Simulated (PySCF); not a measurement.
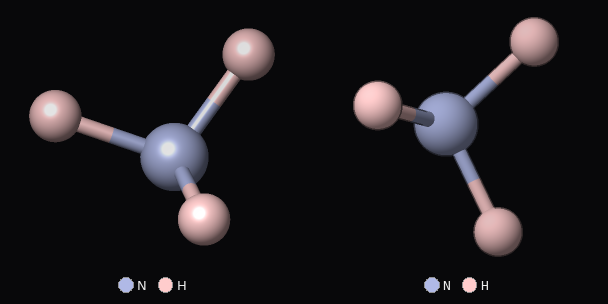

(Drawn from a calculation with PySCF.)

Two views of one molecule.

Identify the structure.

It has 4 atoms: 1 nitrogen and 3 hydrogen (NH₃). SMILES: `N`. The point group is C3v. Coordination: 1 N trigonal pyramidal.
